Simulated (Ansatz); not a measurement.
Geometry relaxation of C$_{4}$H$_{10}$OSi (part 2 of 2)

C$_{4}$H$_{10}$OSi; RKS PBE0/cc-pVDZ (Ansatz 0.2.0). It belongs to a series of runs on one base structure; here: end point B relaxed.

Geometry of the input (Å):
```
C  0.1403  -2.1654  -0.8654
C  -0.6850  -1.0918  -0.5077
C  -0.2850  0.3347  -0.1948
C  1.2947  0.6527  -0.5299
O  -1.0600  1.1510  -1.0657
Si -0.5731  0.7058  1.7466
H  -0.3271  -3.0833  -1.0977
H  1.2072  -2.0250  -0.9844
H  -1.7529  -1.2493  -0.4135
H  1.9259  0.0425  0.0851
H  1.4418  1.6999  -0.3263
H  1.4371  0.4748  -1.5741
H  -0.8916  0.9086  -2.0127
H  -0.3401  2.1473  2.0115
H  0.3600  -0.1357  2.5796
H  -1.9766  0.4110  2.1240
```

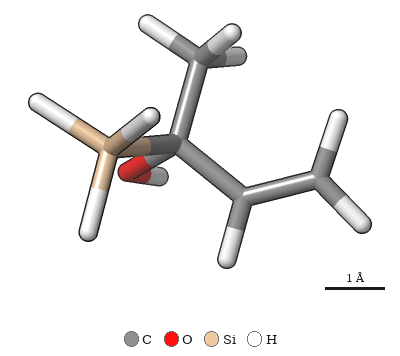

Figure 1. The geometry at step 6 of the log (stick view, seen at a tilt).

**Trajectory as extended XYZ (Å, eV, eV/Å), 10 frames, from step=1 to step=10**
```
16
Properties=species:S:1:pos:R:3:forces:R:3 step=1 energy=-14223.57113
C     0.1403   -2.1654   -0.8654   -1.9053   3.9837   0.9948
C    -0.6850   -1.0918   -0.5077    2.5897  -2.0268  -0.2037
C    -0.2850    0.3347   -0.1948    2.2614  -0.2867  -1.0237
C     1.2947    0.6527   -0.5299   -3.2118  -0.4660   1.1877
O    -1.0600    1.1510   -1.0657   -0.4369   0.5414  -0.1583
Si   -0.5731    0.7058    1.7466   -0.0078  -0.0957  -1.1475
H    -0.3271   -3.0833   -1.0977   -0.3726  -1.3515  -0.2717
H     1.2072   -2.0250   -0.9844    0.3222  -0.1366   0.0232
H    -1.7529   -1.2493   -0.4135   -0.4722  -0.1793  -0.0966
H     1.9259    0.0425    0.0851    0.7866  -0.4980   0.4101
H     1.4418    1.6999   -0.3263    0.2433   0.7376   0.1682
H     1.4371    0.4748   -1.5741    0.3134  -0.3363  -1.0858
H    -0.8916    0.9086   -2.0127    0.0645  -0.0606   1.3103
H    -0.3401    2.1473    2.0115    0.1527   0.2538   0.0555
H     0.3600   -0.1357    2.5796   -0.0624   0.0752  -0.2327
H    -1.9766    0.4110    2.1240   -0.2647  -0.1540   0.0700
16
Properties=species:S:1:pos:R:3:forces:R:3 step=2 energy=-14224.03232
C     0.1365   -2.1253   -0.9037   -0.3882   0.8056   0.9994
C    -0.6479   -1.1084   -0.4837    0.5537  -0.2133  -0.7955
C    -0.2324    0.3131   -0.2146    0.6563   0.1865   0.4380
C     1.2859    0.6213   -0.5097   -1.7906  -0.1168   0.1641
O    -1.1008    1.1993   -0.9303    0.2735  -0.1260  -0.3580
Si   -0.5963    0.7256    1.6590    0.2811  -0.3016  -0.3428
H    -0.3159   -3.1012   -1.0599    0.1066  -0.2196  -0.2056
H     1.2275   -2.0247   -0.9119   -0.1104  -0.1183  -0.2473
H    -1.7326   -1.2590   -0.4485   -0.0473  -0.0098   0.0934
H     1.9548    0.0154    0.1050    0.1572  -0.1307   0.0793
H     1.4534    1.6838   -0.3134    0.1545   0.1686   0.0205
H     1.4571    0.4268   -1.5710    0.2837  -0.0890  -0.3110
H    -1.0095    0.9865   -1.8799   -0.0246   0.0564   0.4247
H    -0.3183    2.1674    1.9452   -0.0187   0.0542  -0.0324
H     0.3543   -0.1281    2.4454   -0.0376   0.0429   0.1232
H    -2.0003    0.3852    2.0466   -0.0490   0.0107  -0.0500
16
Properties=species:S:1:pos:R:3:forces:R:3 step=3 energy=-14224.11419
C     0.1483   -2.1211   -0.8185    0.3384  -0.0598  -0.5546
C    -0.6409   -1.0940   -0.5005   -0.2849   0.0378   0.1061
C    -0.2233    0.3162   -0.2118    0.0107   0.1555   0.1718
C     1.2481    0.6026   -0.5124   -0.3190   0.1038  -0.0919
O    -1.0857    1.2301   -0.9048    0.1481  -0.1479  -0.1117
Si   -0.5883    0.7113    1.6419    0.1004  -0.1301   0.0358
H    -0.2938   -3.1001   -1.0585    0.2585   0.1859   0.1837
H     1.2357   -1.9799   -0.9755   -0.4604  -0.2517   0.2173
H    -1.7259   -1.2623   -0.4290    0.0908   0.0545   0.0133
H     1.9205   -0.0071    0.1104    0.0126   0.0349  -0.0587
H     1.4511    1.6692   -0.3269    0.0698  -0.0796  -0.0312
H     1.4523    0.3887   -1.5775    0.1128   0.0127   0.0583
H    -1.0070    1.0161   -1.8478   -0.0401   0.0525   0.0648
H    -0.3162    2.1607    1.9166   -0.0357  -0.0161  -0.0297
H     0.3448   -0.1263    2.4655   -0.0280   0.0188   0.0757
H    -2.0042    0.3736    2.0036    0.0260   0.0288  -0.0490
16
Properties=species:S:1:pos:R:3:forces:R:3 step=4 energy=-14224.10805 accepted=F
C     0.1338   -2.1198   -0.7996   -0.0217  -0.0764   0.1272
C    -0.6483   -1.0714   -0.5418   -0.1302   0.0189  -0.1035
C    -0.2168    0.3247   -0.2136   -0.4067   0.1373  -0.3989
C     1.2219    0.6359   -0.5488    0.2838   0.1928   0.1253
O    -1.0964    1.2522   -0.8716   -0.0066  -0.0339  -0.1732
Si   -0.5496    0.6478    1.6517   -0.1311   0.0887   0.0988
H    -0.2964   -3.0982   -0.9709   -0.2158  -0.3036  -0.1788
H     1.2184   -2.0877   -0.8079    0.2911   0.1920   0.0707
H    -1.7408   -1.2009   -0.5895    0.1442   0.0415   0.1582
H     1.9109    0.1245    0.1251    0.2773  -0.1552   0.1961
H     1.4083    1.7131   -0.4775   -0.0601   0.1541   0.1895
H     1.4990    0.3508   -1.5654   -0.0845  -0.2500  -0.4403
H    -1.0249    1.0896   -1.8299    0.0148   0.0009   0.3412
H    -0.2903    2.0966    1.9369    0.0002  -0.0038   0.0301
H     0.3604   -0.1969    2.4919    0.0195  -0.0105  -0.0272
H    -1.9734    0.3173    1.9856    0.0259   0.0073  -0.0152
16
Properties=species:S:1:pos:R:3:forces:R:3 step=5 energy=-14224.14218
C     0.1414   -2.1145   -0.8342    0.2538  -0.0973  -0.0116
C    -0.6469   -1.0816   -0.5259   -0.0748  -0.0468   0.1130
C    -0.2224    0.3225   -0.2138   -0.0613   0.0628  -0.0602
C     1.2369    0.6139   -0.5318    0.0160   0.0762  -0.0291
O    -1.0881    1.2443   -0.8911    0.0551  -0.0570  -0.0240
Si   -0.5738    0.6851    1.6466   -0.0044  -0.0085   0.0364
H    -0.2849   -3.1046   -1.0275    0.0601   0.0840   0.0118
H     1.2374   -2.0243   -0.8887   -0.2869  -0.0251  -0.0130
H    -1.7313   -1.2413   -0.4618    0.0205   0.0405  -0.0625
H     1.9203    0.0271    0.0996    0.0328  -0.0075  -0.0073
H     1.4442    1.6820   -0.3711    0.0134  -0.0143   0.0141
H     1.4631    0.3793   -1.5865   -0.0056  -0.0159  -0.0125
H    -1.0160    1.0475   -1.8376   -0.0144   0.0177   0.0582
H    -0.3140    2.1361    1.9225   -0.0083  -0.0121  -0.0043
H     0.3456   -0.1497    2.4881   -0.0128   0.0023   0.0147
H    -1.9958    0.3560    1.9878    0.0170   0.0009  -0.0237
16
Properties=species:S:1:pos:R:3:forces:R:3 step=6 energy=-14224.14576
C     0.1462   -2.1297   -0.8010   -0.0042  -0.0023  -0.0003
C    -0.6390   -1.0843   -0.5251   -0.0077   0.0304   0.0000
C    -0.2123    0.3208   -0.2140    0.0664   0.0048  -0.0108
C     1.2417    0.6259   -0.5511   -0.0111   0.0440   0.0172
O    -1.0845    1.2481   -0.8671   -0.0489   0.0080   0.0232
Si   -0.5711    0.6745    1.6435   -0.0060  -0.0115   0.0650
H    -0.2836   -3.1135   -1.0011   -0.0058  -0.0077   0.0048
H     1.2366   -2.0562   -0.8302   -0.0150   0.0269   0.0005
H    -1.7278   -1.2182   -0.5037    0.0060  -0.0252  -0.0185
H     1.9437    0.0126    0.0334    0.0050  -0.0168  -0.0109
H     1.4572    1.6851   -0.3464   -0.0030  -0.0154  -0.0004
H     1.4350    0.4418   -1.6218    0.0172  -0.0367  -0.0195
H    -1.0393    1.0587   -1.8140    0.0071  -0.0087  -0.0774
H    -0.3062    2.1230    1.9193   -0.0021   0.0134   0.0166
H     0.3213   -0.1678    2.5056    0.0024  -0.0003   0.0053
H    -2.0024    0.3571    1.9486   -0.0001  -0.0028   0.0053
16
Properties=species:S:1:pos:R:3:forces:R:3 step=7 energy=-14224.14652
C     0.1440   -2.1240   -0.7953    0.0168   0.0108   0.0010
C    -0.6439   -1.0765   -0.5348    0.0097  -0.0330   0.0327
C    -0.2149    0.3271   -0.2196   -0.0486   0.0048   0.0063
C     1.2403    0.6234   -0.5547    0.0148   0.0244  -0.0059
O    -1.0869    1.2544   -0.8763    0.0160  -0.0055   0.0324
Si   -0.5703    0.6701    1.6492    0.0019  -0.0029  -0.0317
H    -0.2799   -3.1137   -0.9798   -0.0070   0.0148  -0.0322
H     1.2337   -2.0425   -0.8241   -0.0066  -0.0043   0.0268
H    -1.7319   -1.2149   -0.5276   -0.0131   0.0082   0.0238
H     1.9374    0.0160    0.0425   -0.0030   0.0025  -0.0074
H     1.4570    1.6847   -0.3659    0.0090  -0.0002   0.0017
H     1.4406    0.4172   -1.6210    0.0015  -0.0076   0.0041
H    -1.0314    1.0673   -1.8240    0.0011   0.0015  -0.0304
H    -0.3161    2.1191    1.9392   -0.0012  -0.0056  -0.0029
H     0.3345   -0.1703    2.5006    0.0016  -0.0040  -0.0071
H    -1.9968    0.3402    1.9661    0.0071  -0.0038  -0.0112
16
Properties=species:S:1:pos:R:3:forces:R:3 step=8 energy=-14224.14672
C     0.1427   -2.1211   -0.7758   -0.0160   0.0025   0.0114
C    -0.6481   -1.0711   -0.5357    0.0035  -0.0166  -0.0051
C    -0.2184    0.3334   -0.2269   -0.0571   0.0455   0.0337
C     1.2379    0.6281   -0.5602    0.0158  -0.0109  -0.0160
O    -1.0889    1.2628   -0.8831    0.0347  -0.0519   0.0079
Si   -0.5671    0.6615    1.6435   -0.0061   0.0154  -0.0134
H    -0.2774   -3.1108   -0.9670   -0.0124   0.0015  -0.0098
H     1.2315   -2.0398   -0.7768    0.0365  -0.0065  -0.0073
H    -1.7366   -1.2068   -0.5398   -0.0048   0.0120   0.0001
H     1.9319    0.0185    0.0387    0.0003   0.0100  -0.0078
H     1.4583    1.6885   -0.3720   -0.0001   0.0044   0.0030
H     1.4400    0.4182   -1.6256   -0.0008  -0.0010   0.0059
H    -1.0306    1.0756   -1.8312   -0.0074   0.0141  -0.0082
H    -0.3152    2.1076    1.9534    0.0055  -0.0166  -0.0041
H     0.3475   -0.1939    2.4685   -0.0070   0.0066   0.0173
H    -1.9920    0.3270    1.9645    0.0155  -0.0084  -0.0076
16
Properties=species:S:1:pos:R:3:forces:R:3 step=9 energy=-14224.14728
C     0.1432   -2.1228   -0.7873    0.0091   0.0008  -0.0122
C    -0.6450   -1.0750   -0.5301    0.0033  -0.0157  -0.0018
C    -0.2159    0.3296   -0.2201   -0.0091   0.0166   0.0036
C     1.2394    0.6258   -0.5573    0.0085   0.0070  -0.0006
O    -1.0874    1.2554   -0.8789    0.0073  -0.0169   0.0167
Si   -0.5683    0.6679    1.6469   -0.0086   0.0037   0.0045
H    -0.2815   -3.1090   -0.9879   -0.0050   0.0025   0.0053
H     1.2333   -2.0443   -0.8023   -0.0055   0.0011   0.0032
H    -1.7336   -1.2106   -0.5260   -0.0035   0.0041   0.0010
H     1.9366    0.0193    0.0403    0.0036  -0.0016  -0.0004
H     1.4579    1.6871   -0.3711    0.0001   0.0011   0.0025
H     1.4395    0.4160   -1.6228   -0.0019  -0.0061  -0.0046
H    -1.0304    1.0677   -1.8269    0.0010   0.0023  -0.0072
H    -0.3154    2.1155    1.9444   -0.0047  -0.0021  -0.0007
H     0.3372   -0.1764    2.4937    0.0026  -0.0009  -0.0077
H    -1.9939    0.3316    1.9601    0.0027   0.0039  -0.0018
16
Properties=species:S:1:pos:R:3:forces:R:3 step=10 energy=-14224.14733
C     0.1432   -2.1233   -0.7901    0.0058  -0.0020   0.0009
C    -0.6440   -1.0757   -0.5291    0.0009  -0.0079   0.0001
C    -0.2148    0.3289   -0.2184   -0.0031   0.0088  -0.0036
C     1.2405    0.6255   -0.5569   -0.0005   0.0064   0.0038
O    -1.0867    1.2539   -0.8770   -0.0004  -0.0026   0.0040
Si   -0.5696    0.6692    1.6475    0.0031  -0.0044  -0.0004
H    -0.2831   -3.1092   -0.9886   -0.0008   0.0037  -0.0017
H     1.2333   -2.0455   -0.8069   -0.0060   0.0010   0.0016
H    -1.7327   -1.2106   -0.5231   -0.0010   0.0007   0.0023
H     1.9388    0.0189    0.0394    0.0014  -0.0021   0.0003
H     1.4589    1.6869   -0.3704    0.0007  -0.0010   0.0001
H     1.4387    0.4159   -1.6228    0.0003  -0.0036  -0.0031
H    -1.0295    1.0672   -1.8252    0.0011   0.0017  -0.0058
H    -0.3194    2.1174    1.9436   -0.0010   0.0000   0.0004
H     0.3374   -0.1744    2.4933   -0.0015   0.0016   0.0008
H    -1.9954    0.3326    1.9590    0.0012  -0.0003   0.0003
```

**Summary**

```csv
quantity,value
outcome,converged
total energy,−14224.1474 eV
mean-field energy,−14224.1474 eV
largest force (length of the vector) at the end,0.010 eV/Å
hardware,"2 threads of Intel Xeon @ 2.50GHz (Skylake/Cascade Lake), 16 GiB of memory available, shared host"
wall time,68 s (CPU time 2.2 min)
peak memory,0.41 GiB
```
